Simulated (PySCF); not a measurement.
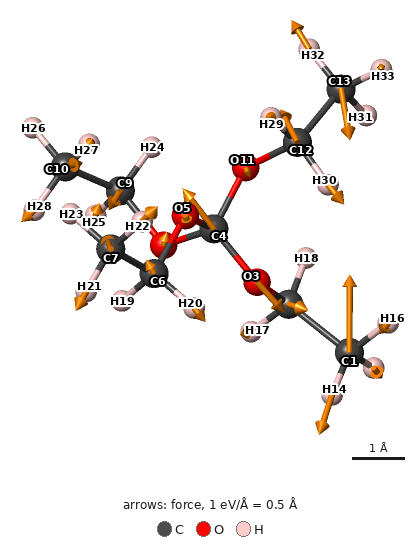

Starting geometry of C9H20O4 with the computed forces as orange arrows. The picture is a ball-and-stick view, seen at a tilt.

The start comes from GFN2-xTB. Its atoms were then displaced at random by about 0.01 Å.

Theory: PySCF 2.14.0, density-fitted response routines, PBE0-D3(BJ)/def2-SVP geometry optimisation, gas phase. 

Question: What follows when this structure is relaxed?

Answer: It isn't relaxed: the largest force vector, on a C atom, is 3.04 eV/Å. The final displacements have little in common with the starting forces (cosine between the two patterns 0.16). The energy falls by 28.7 kJ/mol in 12 geometry steps. The largest move after the best rigid fit is that of an H atom, 0.19 Å. By element the largest moves are H 0.19 Å, C 0.11 Å, O 0.03 Å. Some distances before and after: C–H 1.051 → 1.100 Å, C–O 1.336 → 1.381 Å, C–C 1.537 → 1.508 Å, C–O 1.405 → 1.380 Å. Among the angles between lasting bonds that change: H–C–H 112.6° → 108.3°, H–C–H 112.4° → 108.3°, O–C–H 101.4° → 104.3°.
